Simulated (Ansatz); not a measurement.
# PH3 (SMILES P): what the fields show

Input file:

```
crystal:
  periodic: [false, false, false]
  atoms:
    - {symbol: P, position_ang: [0.346000, -0.326500, -0.332800]}
    - {symbol: H, position_ang: [0.630900, -0.034000, 1.027000]}
    - {symbol: H, position_ang: [-1.005500, -0.663000, -0.057200]}
    - {symbol: H, position_ang: [0.028700, 1.023500, -0.636900]}
basis:
  gaussian:
    orbitals: def2-SVP
hamiltonian:
  xc: hf
accuracy: high
output: {forces: true, orbitals: {seedname: orbitals}}
```

Launched as:

```sh
ansatz run molecule.yaml --threads 1 --pin off --max-ram 2610MiB --events-out events.jsonl --progress --plain --runs-dir runs
```

Geometry: PBE0-D4/def2-TZVP.

These are results of isolated molecule in a Gaussian basis; Hartree-Fock (Ansatz 0.2.0), not measurements.

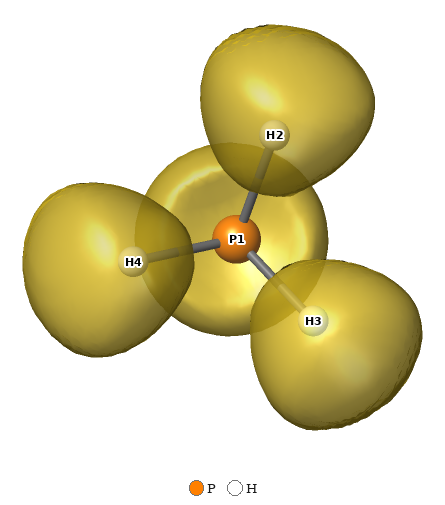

Figure 1. Isosurface of the ELF at 0.9 (yellow), seen across its widest extent. Core shells and regions of very low density are left out.

Identify the bonds, lone pairs and shells in this picture.

At this value the surface marks out three regions around hydrogen nuclei and one lobe on P, pointing away from the bonds (lone pairs). Along the contacts the grid gives the following. P–H (1.42 Å): the ELF climbs to about 1 towards the hydrogen, as it does in any bond to H.

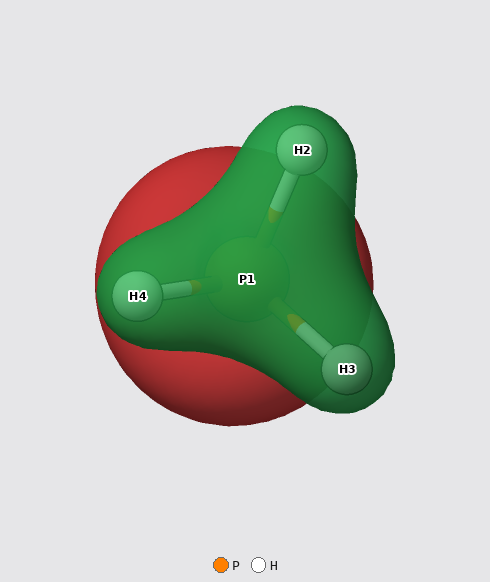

Figure 2. The HOMO at ±0.15 Å⁻³ᐟ² (green and red are the two phases), seen at a tilt.

What is the character of this orbital?

Its weight (Hirshfeld) is mainly on P1 (about 80 %), H2 (about 5 %), H3 (about 5 %) and H4 (about 5 %); largely a lone pair of P1. Its energy is −10.55 eV.

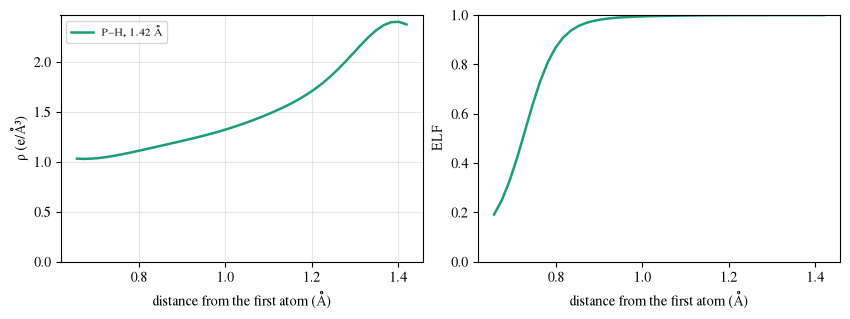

Figure 3. Total electron density and ELF along straight lines between neighbouring atoms. The curves leave out the atomic cores.

What can be read from the curves?

P–H (1.42 Å): ρ is about 1 e/Å³ halfway; the ELF climbs to about 1 towards the hydrogen.

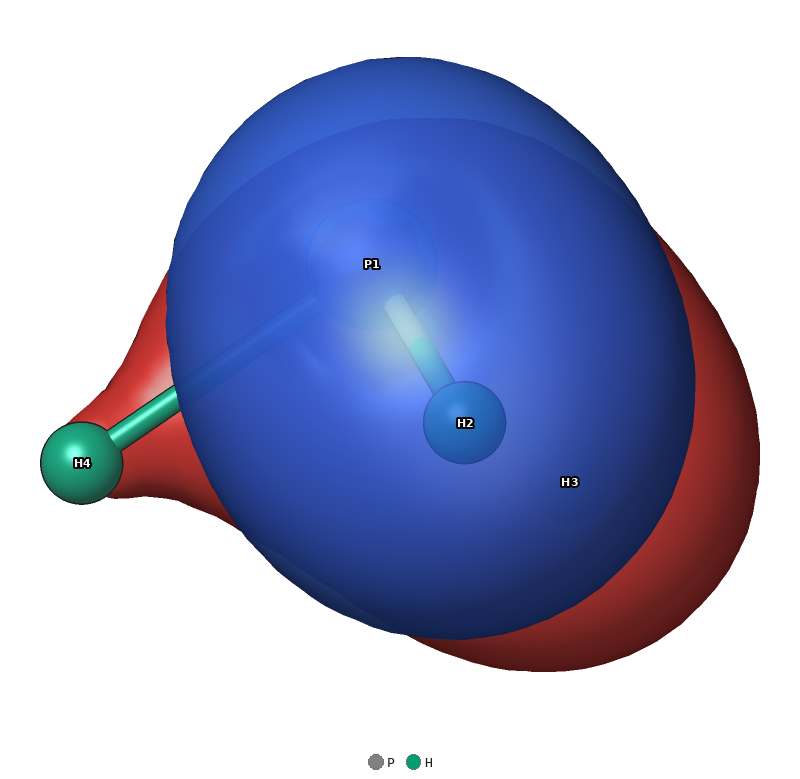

Figure 4. The HOMO−1 at ±0.15 Å⁻³ᐟ² (red and blue are the two phases), seen from one side.

Describe this orbital and give its energy.

By Hirshfeld shares it lies mainly on P1 (about 50 %), H2 (about 30 %) and H3 (about 20 %). It is one of a degenerate set, so its orientation is arbitrary. Its energy is −14.12 eV.
